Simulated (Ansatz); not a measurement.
**Molecular dynamics, with input and output: SiO₂F (charge −1)**

The run: molecular dynamics of SiO₂F, charge −1, SMILES O=[Si]([O-])F. Method and program: RKS PBE0-D4/def2-SVPD (Ansatz 0.2.0).

Figures and captions count atoms from 1; the log counts them from 0 in places.

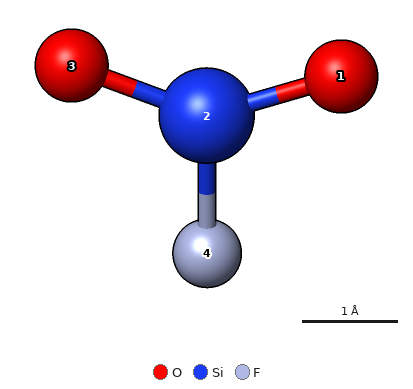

**Figure 1.** The starting structure (ball-and-stick view, seen at a tilt; atoms are numbered from 1 in the order of the input). Bond lengths as drawn: F–Si 1.67 Å and O–Si 1.52 Å.

### Key numbers

```tsv
quantity	value
outcome	finished
mean temperature over the second half	349 K
trajectory	40 steps, 30 fs
ensemble	nve
temperature in the input	500 K
time step	0.75 fs
potential energy (last step)	−14675.6161 eV
mean-field energy (last step)	−14675.5453 eV
dispersion energy (last step)	−0.0708 eV
SCF solution under orbital rotations (last step)	stable
largest force (length of the vector) (last step)	2.095 eV/Å
hardware	2 threads of Intel Xeon @ 2.50GHz, 180 GiB of memory available, shared host
wall time	1.7 min (CPU time 3.1 min)
peak memory	0.17 GiB
```

So short a trajectory is not equilibrated.

### The input
```yaml
crystal:
  periodic: [false, false, false]
  atoms:
    - {symbol: O, position_ang: [0.863700, 0.703900, 1.122150]}
    - {symbol: Si, position_ang: [0.073990, -0.090780, 0.090100]}
    - {symbol: O, position_ang: [-0.183020, -1.546690, -0.277120]}
    - {symbol: F, position_ang: [-0.754680, 0.933580, -0.935140]}
basis:
  gaussian: {orbitals: def2-SVPD}
total_charge: -1
hamiltonian: {xc: pbe0, dispersion: d4}
md: {n_steps: 40, timestep: 0.75, temperature: 500, ensemble: nve, seed: 8, initial_velocities: maxwell_boltzmann}
```

Launched with:
```bash
ansatz run in.yaml --threads 2 --pin off --events-out ev --progress --plain --max-ram 3481MiB
```

### What the program printed
```
Functional definition: PBE0
  name "PBE0"
  cite "Adamo & Barone, J. Chem. Phys. 110, 6158 (1999) doi:10.1063/1.478522"
  cite "Perdew, Burke & Ernzerhof, Phys. Rev. Lett. 77, 3865 (1996) doi:10.1103/PhysRevLett.77.3865"
  parent pbe
  parameter a = 0.25
  parameter kappa = 0.804
  parameter beta = 0.06672455060314922
  exchange = (1 - a)*pbe_x(kappa = kappa, mu = beta*pi^2/3) + a*exact_x
  correlation = pbe_c(beta = beta)
800 factors; their error is unknown
mean field evaluation 1: about -14669.9391 eV, gradient 5.4e1 eV
mean field evaluation 2: about -14649.4311 eV, gradient 1.2e2 eV
mean field evaluation 4: about -14675.4861 eV, gradient 2.3e0 eV
mean field evaluation 8: about -14675.4938 eV, gradient 2.4e-2 eV
mean field evaluation 16: about -14675.5954 eV, gradient 3.0e-5 eV
mean field -14675.59541474 eV, -539.3181840159 hartree, gradient 3.0e-5 eV, S^2 0.000000; 0 other end points of the search recorded, 0 dependent functions left out
the calculation of the forces begins
reference -14675.59544223 eV, -539.3181850259 hartree; 20, 20 occupied and 73, 73 virtual orbitals, 800 factors
md step     0: t =     0.00 fs  T =   500.0 K  F+E_penalty+E_count = -14675.66705100 eV  E_kin = 0.129260 eV  conserved = -14675.53779100 eV  (25 SCF iters)
these checks for a lower state are left out or cut short: starts, cluster_reference, orbital_swaps, neighbouring_geometries, increment
800 factors; their error is unknown
mean field -14675.57982074 eV, -539.3176109468 hartree, gradient 1.8e-5 eV, S^2 0.000000; 0 other end points of the search recorded, 0 dependent functions left out
the calculation of the forces begins
reference -14675.57984819 eV, -539.3176119556 hartree; 20, 20 occupied and 73, 73 virtual orbitals, 800 factors
md step     1: t =     0.75 fs  T =   440.3 K  F+E_penalty+E_count = -14675.65153543 eV  E_kin = 0.113822 eV  conserved = -14675.53771336 eV  (30 SCF iters)
[... from here on the SCF iterations and repeated set-up lines of each step are left out, up to the last step ...]
md step     2: t =     1.50 fs  T =   381.9 K  F+E_penalty+E_count = -14675.63635740 eV  E_kin = 0.098719 eV  conserved = -14675.53763888 eV  (30 SCF iters)
md step     3: t =     2.25 fs  T =   329.3 K  F+E_penalty+E_count = -14675.62271551 eV  E_kin = 0.085140 eV  conserved = -14675.53757576 eV  (29 SCF iters)
md step     4: t =     3.00 fs  T =   286.6 K  F+E_penalty+E_count = -14675.61162377 eV  E_kin = 0.074093 eV  conserved = -14675.53753120 eV  (30 SCF iters)
md step     5: t =     3.75 fs  T =   256.4 K  F+E_penalty+E_count = -14675.60379972 eV  E_kin = 0.066289 eV  conserved = -14675.53751027 eV  (30 SCF iters)
md step     6: t =     4.50 fs  T =   240.1 K  F+E_penalty+E_count = -14675.59958650 eV  E_kin = 0.062072 eV  conserved = -14675.53751483 eV  (30 SCF iters)
md step     7: t =     5.25 fs  T =   237.4 K  F+E_penalty+E_count = -14675.59892462 eV  E_kin = 0.061381 eV  conserved = -14675.53754341 eV  (30 SCF iters)
md step     8: t =     6.00 fs  T =   246.7 K  F+E_penalty+E_count = -14675.60137806 eV  E_kin = 0.063788 eV  conserved = -14675.53759052 eV  (31 SCF iters)
md step     9: t =     6.75 fs  T =   265.2 K  F+E_penalty+E_count = -14675.60621428 eV  E_kin = 0.068566 eV  conserved = -14675.53764841 eV  (29 SCF iters)
md step    10: t =     7.50 fs  T =   289.4 K  F+E_penalty+E_count = -14675.61252181 eV  E_kin = 0.074813 eV  conserved = -14675.53770876 eV  (30 SCF iters)
md step    11: t =     8.25 fs  T =   315.6 K  F+E_penalty+E_count = -14675.61934323 eV  E_kin = 0.081580 eV  conserved = -14675.53776317 eV  (30 SCF iters)
md step    12: t =     9.00 fs  T =   340.4 K  F+E_penalty+E_count = -14675.62580350 eV  E_kin = 0.087998 eV  conserved = -14675.53780526 eV  (30 SCF iters)
md step    13: t =     9.75 fs  T =   361.2 K  F+E_penalty+E_count = -14675.63121060 eV  E_kin = 0.093379 eV  conserved = -14675.53783148 eV  (30 SCF iters)
md step    14: t =    10.50 fs  T =   376.3 K  F+E_penalty+E_count = -14675.63511584 eV  E_kin = 0.097275 eV  conserved = -14675.53784066 eV  (30 SCF iters)
md step    15: t =    11.25 fs  T =   384.9 K  F+E_penalty+E_count = -14675.63733193 eV  E_kin = 0.099497 eV  conserved = -14675.53783475 eV  (30 SCF iters)
md step    16: t =    12.00 fs  T =   387.2 K  F+E_penalty+E_count = -14675.63790961 eV  E_kin = 0.100093 eV  conserved = -14675.53781705 eV  (26 SCF iters)
md step    17: t =    12.75 fs  T =   384.1 K  F+E_penalty+E_count = -14675.63708734 eV  E_kin = 0.099295 eV  conserved = -14675.53779193 eV  (30 SCF iters)
md step    18: t =    13.50 fs  T =   377.0 K  F+E_penalty+E_count = -14675.63522486 eV  E_kin = 0.097461 eV  conserved = -14675.53776382 eV  (30 SCF iters)
md step    19: t =    14.25 fs  T =   367.5 K  F+E_penalty+E_count = -14675.63273494 eV  E_kin = 0.094998 eV  conserved = -14675.53773650 eV  (30 SCF iters)
md step    20: t =    15.00 fs  T =   357.1 K  F+E_penalty+E_count = -14675.63002383 eV  E_kin = 0.092311 eV  conserved = -14675.53771272 eV  (30 SCF iters)
md step    21: t =    15.75 fs  T =   347.2 K  F+E_penalty+E_count = -14675.62744681 eV  E_kin = 0.089753 eV  conserved = -14675.53769408 eV  (30 SCF iters)
md step    22: t =    16.50 fs  T =   338.9 K  F+E_penalty+E_count = -14675.62528142 eV  E_kin = 0.087600 eV  conserved = -14675.53768113 eV  (30 SCF iters)
md step    23: t =    17.25 fs  T =   332.8 K  F+E_penalty+E_count = -14675.62371650 eV  E_kin = 0.086043 eV  conserved = -14675.53767337 eV  (30 SCF iters)
md step    24: t =    18.00 fs  T =   329.5 K  F+E_penalty+E_count = -14675.62285485 eV  E_kin = 0.085185 eV  conserved = -14675.53767020 eV  (30 SCF iters)
md step    25: t =    18.75 fs  T =   329.0 K  F+E_penalty+E_count = -14675.62272256 eV  E_kin = 0.085052 eV  conserved = -14675.53767072 eV  (31 SCF iters)
md step    26: t =    19.50 fs  T =   331.1 K  F+E_penalty+E_count = -14675.62328275 eV  E_kin = 0.085608 eV  conserved = -14675.53767440 eV  (30 SCF iters)
md step    27: t =    20.25 fs  T =   335.6 K  F+E_penalty+E_count = -14675.62444779 eV  E_kin = 0.086768 eV  conserved = -14675.53768029 eV  (29 SCF iters)
md step    28: t =    21.00 fs  T =   342.0 K  F+E_penalty+E_count = -14675.62609105 eV  E_kin = 0.088403 eV  conserved = -14675.53768777 eV  (30 SCF iters)
md step    29: t =    21.75 fs  T =   349.5 K  F+E_penalty+E_count = -14675.62805542 eV  E_kin = 0.090359 eV  conserved = -14675.53769691 eV  (29 SCF iters)
md step    30: t =    22.50 fs  T =   357.6 K  F+E_penalty+E_count = -14675.63015821 eV  E_kin = 0.092451 eV  conserved = -14675.53770738 eV  (29 SCF iters)
md step    31: t =    23.25 fs  T =   365.5 K  F+E_penalty+E_count = -14675.63219666 eV  E_kin = 0.094478 eV  conserved = -14675.53771888 eV  (29 SCF iters)
md step    32: t =    24.00 fs  T =   372.2 K  F+E_penalty+E_count = -14675.63395344 eV  E_kin = 0.096222 eV  conserved = -14675.53773109 eV  (30 SCF iters)
md step    33: t =    24.75 fs  T =   377.0 K  F+E_penalty+E_count = -14675.63520406 eV  E_kin = 0.097461 eV  conserved = -14675.53774341 eV  (30 SCF iters)
md step    34: t =    25.50 fs  T =   379.0 K  F+E_penalty+E_count = -14675.63572784 eV  E_kin = 0.097973 eV  conserved = -14675.53775498 eV  (27 SCF iters)
md step    35: t =    26.25 fs  T =   377.4 K  F+E_penalty+E_count = -14675.63532268 eV  E_kin = 0.097558 eV  conserved = -14675.53776467 eV  (31 SCF iters)
md step    36: t =    27.00 fs  T =   371.5 K  F+E_penalty+E_count = -14675.63382367 eV  E_kin = 0.096053 eV  conserved = -14675.53777112 eV  (31 SCF iters)
md step    37: t =    27.75 fs  T =   361.1 K  F+E_penalty+E_count = -14675.63112459 eV  E_kin = 0.093352 eV  conserved = -14675.53777290 eV  (30 SCF iters)
md step    38: t =    28.50 fs  T =   345.9 K  F+E_penalty+E_count = -14675.62720014 eV  E_kin = 0.089431 eV  conserved = -14675.53776866 eV  (30 SCF iters)
md step    39: t =    29.25 fs  T =   326.4 K  F+E_penalty+E_count = -14675.62212622 eV  E_kin = 0.084369 eV  conserved = -14675.53775735 eV  (31 SCF iters)
these checks for a lower state are left out or cut short: starts, cluster_reference, orbital_swaps, neighbouring_geometries, increment
800 factors; their error is unknown
mean field -14675.54525792 eV, -539.3163407867 hartree, gradient 9.0e-5 eV, S^2 0.000000; 0 other end points of the search recorded, 0 dependent functions left out
the calculation of the forces begins
reference -14675.54528583 eV, -539.3163418123 hartree; 20, 20 occupied and 73, 73 virtual orbitals, 800 factors
800 factors; their error is unknown
mean field -14675.54525792 eV, -539.3163407867 hartree, gradient 9.0e-5 eV, S^2 0.000000; 1 other end points of the search recorded, 0 dependent functions left out
the calculation of the forces begins
reference -14675.54528583 eV, -539.3163418123 hartree; 20, 20 occupied and 73, 73 virtual orbitals, 800 factors
md step    40: t =    30.00 fs  T =   303.1 K  F+E_penalty+E_count = -14675.61609498 eV  E_kin = 0.078356 eV  conserved = -14675.53773849 eV  (26 SCF iters)
```

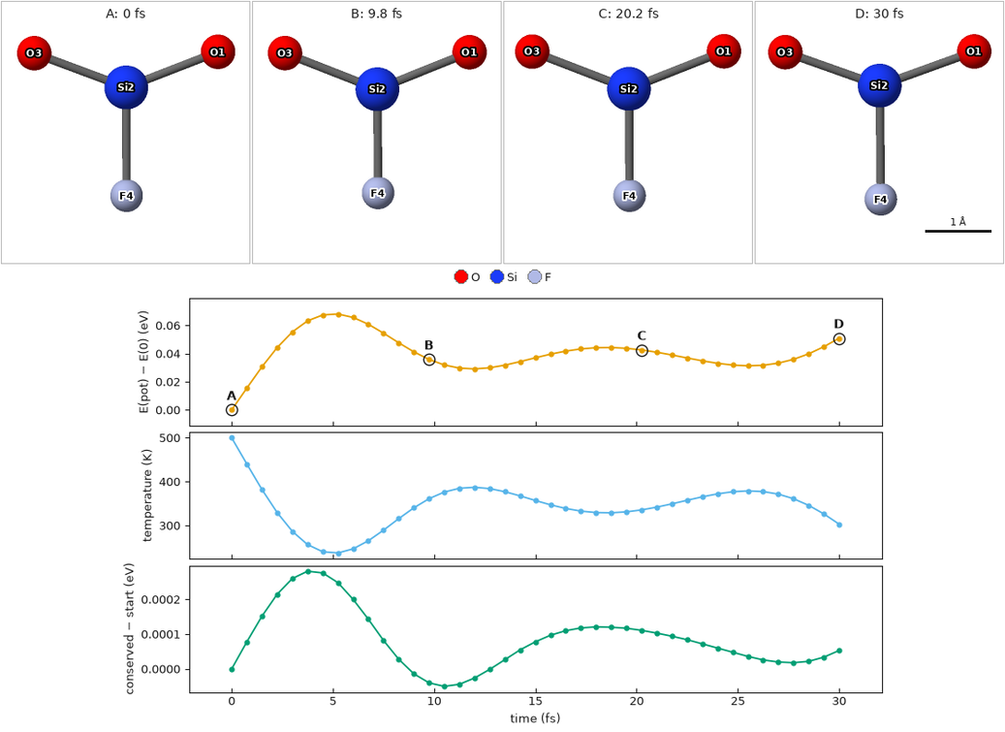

**Figure 2.** Frames of the molecular dynamics (ball-and-stick, seen on its broad side) above the curves, on which the letters mark them. The trajectory kept here has 41 frames over 30 fs. The temperature starts at 500 K, ranges from 237 to 500 K and averages 349 K over the second half. The potential energy ends 0.051 eV above its first value. The conserved quantity stays within 0.00033 eV. After an unweighted best fit of the last frame on the first, the root-mean-square displacement is 0.05 Å.

```
Total energy: -14675.61612289 eV, -539.3189450262 hartree
Atom 0 at     0.864662     0.733665     1.155705 Å, force     0.089118    -0.298396    -0.228897 eV/Å
Atom 1 at     0.110470    -0.113077     0.085039 Å, force    -1.220124     1.597844    -0.590066 eV/Å
Atom 2 at    -0.205590    -1.586924    -0.275502 Å, force     0.181741    -0.179178    -0.083997 eV/Å
Atom 3 at    -0.790411     0.975357    -0.957278 Å, force     0.949265    -1.120270     0.902960 eV/Å
Dipole moment:    -0.108282     0.169882    -0.228605 e Å
```

### Trajectory as extended XYZ (Å, eV, eV/Å), 21 of the 41 frames kept, from step=0 to step=40
```
4
Properties=species:S:1:pos:R:3:forces:R:3 step=0 time_fs=0.0 energy=-14675.66705 temperature=500.0
O     0.8637    0.7039    1.1221    0.9433   0.8748   1.2208
Si    0.0740   -0.0908    0.0901   -0.6848   0.8329  -0.8288
O    -0.1830   -1.5467   -0.2771   -0.2612  -1.7024  -0.3890
F    -0.7547    0.9336   -0.9351    0.0027  -0.0053  -0.0031
4
Properties=species:S:1:pos:R:3:forces:R:3 step=2 time_fs=1.5 energy=-14675.63636 temperature=381.9
O     0.8569    0.7016    1.1188    1.1218   1.0211   1.4139
Si    0.0762   -0.0909    0.0849   -0.6425   1.0819  -0.6569
O    -0.1844   -1.5384   -0.2732   -0.3430  -2.2770  -0.5456
F    -0.7512    0.9288   -0.9279   -0.1364   0.1741  -0.2113
4
Properties=species:S:1:pos:R:3:forces:R:3 step=4 time_fs=3.0 energy=-14675.61162 temperature=286.6
O     0.8517    0.7007    1.1174    1.2063   1.0758   1.4851
Si    0.0780   -0.0903    0.0792   -0.5250   1.1978  -0.4023
O    -0.1862   -1.5331   -0.2701   -0.3913  -2.6444  -0.6484
F    -0.7478    0.9241   -0.9209   -0.2900   0.3708  -0.4344
4
Properties=species:S:1:pos:R:3:forces:R:3 step=6 time_fs=4.5 energy=-14675.59959 temperature=240.1
O     0.8480    0.7013    1.1179    1.1962   1.0377   1.4309
Si    0.0794   -0.0887    0.0732   -0.3504   1.1247  -0.0821
O    -0.1885   -1.5315   -0.2678   -0.3929  -2.7407  -0.6844
F    -0.7448    0.9199   -0.9144   -0.4529   0.5783  -0.6645
4
Properties=species:S:1:pos:R:3:forces:R:3 step=8 time_fs=6.0 energy=-14675.60138 temperature=246.7
O     0.8460    0.7032    1.1204    1.1022   0.9176   1.2632
Si    0.0804   -0.0863    0.0671   -0.1426   0.8457   0.2800
O    -0.1913   -1.5335   -0.2665   -0.3432  -2.5486  -0.6532
F    -0.7423    0.9164   -0.9087   -0.6163   0.7854  -0.8900
4
Properties=species:S:1:pos:R:3:forces:R:3 step=10 time_fs=7.5 energy=-14675.61252 temperature=289.4
O     0.8455    0.7064    1.1246    0.9431   0.7349   1.0057
Si    0.0814   -0.0832    0.0613    0.0726   0.3936   0.6563
O    -0.1946   -1.5390   -0.2660   -0.2479  -2.1044  -0.5671
F    -0.7405    0.9137   -0.9040   -0.7677   0.9759  -1.0949
4
Properties=species:S:1:pos:R:3:forces:R:3 step=12 time_fs=9.0 energy=-14675.62580 temperature=340.4
O     0.8462    0.7106    1.1302    0.7412   0.5125   0.6886
Si    0.0825   -0.0798    0.0559    0.2700  -0.1574   1.0170
O    -0.1983   -1.5473   -0.2663   -0.1207  -1.4850  -0.4456
F    -0.7396    0.9122   -0.9005   -0.8906   1.1299  -1.2600
4
Properties=species:S:1:pos:R:3:forces:R:3 step=14 time_fs=10.5 energy=-14675.63512 temperature=376.3
O     0.8480    0.7155    1.1367    0.5193   0.2730   0.3438
Si    0.0837   -0.0765    0.0514    0.4262  -0.7152   1.3309
O    -0.2021   -1.5576   -0.2672    0.0217  -0.7836  -0.3096
F    -0.7397    0.9119   -0.8985   -0.9671   1.2258  -1.3651
4
Properties=species:S:1:pos:R:3:forces:R:3 step=16 time_fs=12.0 energy=-14675.63791 temperature=387.2
O     0.8505    0.7207    1.1436    0.2975   0.0355   0.0003
Si    0.0853   -0.0738    0.0478    0.5208  -1.1958   1.5692
O    -0.2059   -1.5689   -0.2685    0.1636  -0.0856  -0.1758
F    -0.7409    0.9131   -0.8980   -0.9819   1.2459  -1.3938
4
Properties=species:S:1:pos:R:3:forces:R:3 step=18 time_fs=13.5 energy=-14675.63522 temperature=377.0
O     0.8533    0.7260    1.1506    0.0918  -0.1856  -0.3179
Si    0.0872   -0.0720    0.0455    0.5404  -1.5402   1.7101
O    -0.2094   -1.5804   -0.2700    0.2937   0.5453  -0.0547
F    -0.7432    0.9157   -0.8991   -0.9259   1.1804  -1.3375
4
Properties=species:S:1:pos:R:3:forces:R:3 step=20 time_fs=15.0 energy=-14675.63002 temperature=357.1
O     0.8563    0.7311    1.1571   -0.0865  -0.3804  -0.5937
Si    0.0896   -0.0714    0.0445    0.4817  -1.7207   1.7442
O    -0.2126   -1.5912   -0.2717    0.4048   1.0698   0.0481
F    -0.7466    0.9196   -0.9017   -0.7999   1.0314  -1.1987
4
Properties=species:S:1:pos:R:3:forces:R:3 step=22 time_fs=16.5 energy=-14675.62528 temperature=338.9
O     0.8592    0.7356    1.1628   -0.2304  -0.5431  -0.8155
Si    0.0923   -0.0721    0.0448    0.3521  -1.7376   1.6759
O    -0.2152   -1.6005   -0.2732    0.4932   1.4685   0.1307
F    -0.7509    0.9246   -0.9057   -0.6150   0.8121  -0.9910
4
Properties=species:S:1:pos:R:3:forces:R:3 step=24 time_fs=18.0 energy=-14675.62285 temperature=329.5
O     0.8618    0.7394    1.1675   -0.3363  -0.6701  -0.9774
Si    0.0954   -0.0742    0.0465    0.1684  -1.6101   1.5206
O    -0.2172   -1.6078   -0.2746    0.5573   1.7356   0.1926
F    -0.7559    0.9307   -0.9109   -0.3895   0.5446  -0.7357
4
Properties=species:S:1:pos:R:3:forces:R:3 step=26 time_fs=19.5 energy=-14675.62328 temperature=331.1
O     0.8639    0.7423    1.1708   -0.4030  -0.7597  -1.0771
Si    0.0985   -0.0775    0.0493   -0.0480  -1.3665   1.3004
O    -0.2184   -1.6128   -0.2758    0.5961   1.8723   0.2338
F    -0.7613    0.9373   -0.9168   -0.1452   0.2538  -0.4571
4
Properties=species:S:1:pos:R:3:forces:R:3 step=28 time_fs=21.0 energy=-14675.62609 temperature=342.0
O     0.8654    0.7441    1.1726   -0.4311  -0.8106  -1.1148
Si    0.1016   -0.0818    0.0531   -0.2756  -1.0354   1.0384
O    -0.2187   -1.6153   -0.2766    0.6092   1.8829   0.2539
F    -0.7669    0.9442   -0.9233    0.0975  -0.0369  -0.1775
4
Properties=species:S:1:pos:R:3:forces:R:3 step=30 time_fs=22.5 energy=-14675.63016 temperature=357.6
O     0.8664    0.7449    1.1730   -0.4221  -0.8221  -1.0924
Si    0.1045   -0.0869    0.0577   -0.4962  -0.6417   0.7551
O    -0.2183   -1.6152   -0.2771    0.5961   1.7729   0.2520
F    -0.7724    0.9511   -0.9300    0.3222  -0.3090   0.0854
4
Properties=species:S:1:pos:R:3:forces:R:3 step=32 time_fs=24.0 energy=-14675.63395 temperature=372.2
O     0.8669    0.7446    1.1718   -0.3779  -0.7936  -1.0131
Si    0.1070   -0.0926    0.0628   -0.6969  -0.2053   0.4662
O    -0.2171   -1.6128   -0.2772    0.5567   1.5489   0.2270
F    -0.7775    0.9576   -0.9366    0.5181  -0.5500   0.3199
4
Properties=species:S:1:pos:R:3:forces:R:3 step=34 time_fs=25.5 energy=-14675.63573 temperature=379.0
O     0.8668    0.7432    1.1693   -0.3011  -0.7251  -0.8808
Si    0.1090   -0.0984    0.0684   -0.8699   0.2570   0.1827
O    -0.2151   -1.6082   -0.2770    0.4917   1.2210   0.1784
F    -0.7820    0.9635   -0.9428    0.6794  -0.7529   0.5197
4
Properties=species:S:1:pos:R:3:forces:R:3 step=36 time_fs=27.0 energy=-14675.63382 temperature=371.5
O     0.8663    0.7408    1.1656   -0.1946  -0.6174  -0.7008
Si    0.1103   -0.1039    0.0741   -1.0130   0.7275  -0.0891
O    -0.2124   -1.6020   -0.2766    0.4036   0.8050   0.1073
F    -0.7858    0.9685   -0.9485    0.8040  -0.9150   0.6826
4
Properties=species:S:1:pos:R:3:forces:R:3 step=38 time_fs=28.5 energy=-14675.62720 temperature=345.9
O     0.8655    0.7375    1.1610   -0.0626  -0.4734  -0.4804
Si    0.1108   -0.1090    0.0797   -1.1281   1.1842  -0.3467
O    -0.2092   -1.5947   -0.2761    0.2976   0.3260   0.0174
F    -0.7886    0.9725   -0.9533    0.8932  -1.0368   0.8096
4
Properties=species:S:1:pos:R:3:forces:R:3 step=40 time_fs=30.0 energy=-14675.61609 temperature=303.1
O     0.8647    0.7337    1.1557    0.0891  -0.2984  -0.2289
Si    0.1105   -0.1131    0.0850   -1.2201   1.5978  -0.5901
O    -0.2056   -1.5869   -0.2755    0.1817  -0.1792  -0.0840
F    -0.7904    0.9754   -0.9573    0.9493  -1.1203   0.9030
```

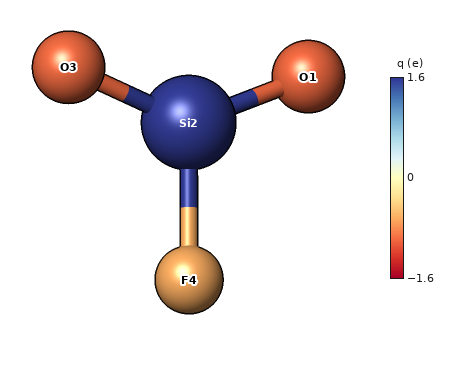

**Figure 3.** Mulliken charges, as the colour of each atom (ball-and-stick view, seen at a tilt; atoms are numbered from 1 in the order of the input). By element: O −0.96, Si +1.55 and F −0.63 e.
